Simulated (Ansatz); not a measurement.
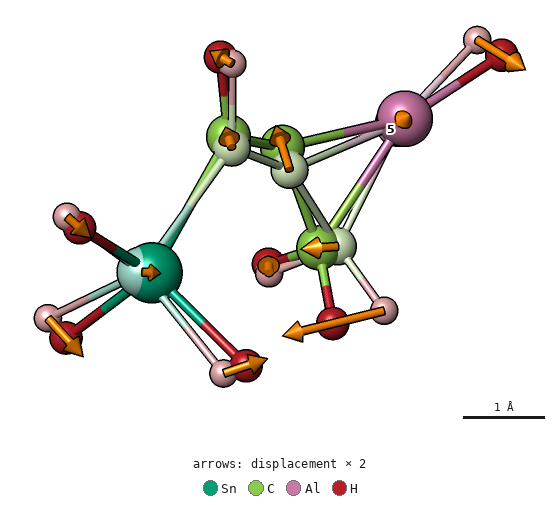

A relaxation of C3H7AlSn (coarse preliminary run). The starting structure is drawn faded, the final one solid; orange arrows show the displacements, 2 times their true length. The two geometries are superimposed by the best rigid fit.

A ball-and-stick model, seen from a free direction.

The start comes from a force field.

Method: RKS PBE-D4/def2-SVP in Ansatz.

Input file:
```yaml
crystal:
  periodic: [false, false, false]
  atoms:
    - {symbol: Sn, position_ang: [-2.138200, -0.725200, 0.363500]}
    - {symbol: C, position_ang: [-0.526000, 0.516400, 0.878200]}
    - {symbol: C, position_ang: [0.573000, 0.430800, 0.169300]}
    - {symbol: C, position_ang: [1.490100, -0.168700, -0.954900]}
    - {symbol: Al, position_ang: [2.552000, 0.995100, -0.184600]}
    - {symbol: H, position_ang: [-3.516300, -0.328600, 1.438700]}
    - {symbol: H, position_ang: [-2.634600, -0.312800, -1.289200]}
    - {symbol: H, position_ang: [-1.700500, -2.351600, 0.460800]}
    - {symbol: H, position_ang: [-0.586600, 1.222700, 1.757700]}
    - {symbol: H, position_ang: [1.019300, 0.104300, -1.923700]}
    - {symbol: H, position_ang: [1.617000, -1.255000, -0.761600]}
    - {symbol: H, position_ang: [3.927800, 1.817500, 0.079700]}
basis:
  gaussian: {orbitals: def2-SVP}
hamiltonian: {xc: pbe, dispersion: d4}
relax: {f_tol: 0.03, max_steps: 200}
```

Launched with:
```bash
ansatz run in.yaml --threads 4 --pin off --events-out ev --progress --plain --max-ram 10444MiB
```

### Describe the change and its energy.

The energy falls by 1.179 eV in 18 accepted moves (19 points after the start). The largest force component goes from 4.5 to 0.0096 eV/Å. The line search rejected the trial step at point 14 of the run. The atom that moves furthest after the best rigid fit is H11 (0.68 Å). Largest moves by element: H 0.68 Å, C 0.38 Å, Al 0.16 Å, Sn 0.13 Å. Among the contacts that change: C4–Al5 1.754 → 1.958 Å, C3–Al5 2.088 → 1.911 Å, Sn1–C2 2.099 → 2.168 Å, Sn1–H6 1.792 → 1.732 Å. Bond angles that change, for instance: C2–C3–C4 154.4° → 130.8°, Al5–C4–H11 120.2° → 134.1°, C4–C3–Al5 55.1° → 68.3°. Groups turn about C3–C4 by about 25°.
